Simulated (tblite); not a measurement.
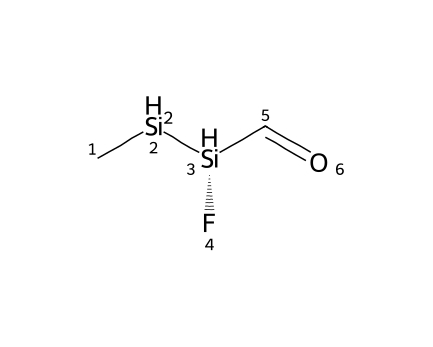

A structural formula, with wedges where it has stereocentres; small numbers name the atoms. The configuration is that of a computed structure (GFN2-xTB).

Give the R/S and E/Z labels.

Answer. Si3: R.

Give a SMILES with the stereochemistry.

Answer. C[SiH2][Si@@H](F)C=O
